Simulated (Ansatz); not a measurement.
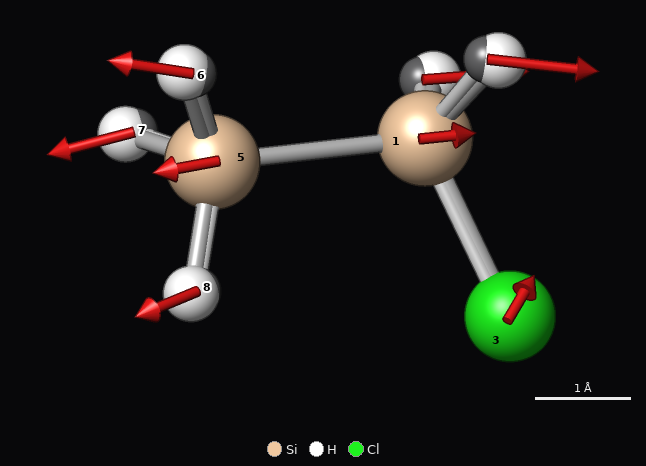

A relaxation of Si2H5Cl. The starting structure is drawn faded, the final one solid; red arrows show the displacements, magnified 10 times. The two geometries are superimposed by the best rigid fit.

Style: ball-and-stick. Shown at a tilt.

The run prepares the start of a later molecular dynamics calculation, from a guessed geometry.

Level of theory: RKS BHLYP/def2-SVP (Ansatz). Settings: no spin polarisation; force threshold 0.02 eV/Å; at most 40 steps.

Q: Atoms of which element are displaced furthest, and by how much?

A: Hydrogen: up to 0.12 Å, against 0.07 Å for silicon.

Q: What did the optimiser do to the structure, and how much energy did it gain?

A: The largest move after the best rigid fit is that of an H atom, 0.12 Å. Largest moves by element: H 0.12 Å, Si 0.07 Å, Cl 0.07 Å. Near-neighbour distances that change, for instance: Si–Si 2.218 → 2.356 Å, Cl–Si 2.130 → 2.079 Å, H–Si 1.459 → 1.480 Å. Bond angles that change, for instance: H–Si–Si 109.5° → 111.5°. Over 3 geometry steps the energy falls by 18.0 kJ/mol. The largest force component goes from 1.5 to 0.016 eV/Å. The run took 13 s on 2 threads of Intel(R) Xeon(R) Platinum 8259CL CPU @ 2.50GHz (Skylake/Cascade Lake), with other jobs on the host, peak memory 0.17 GiB.
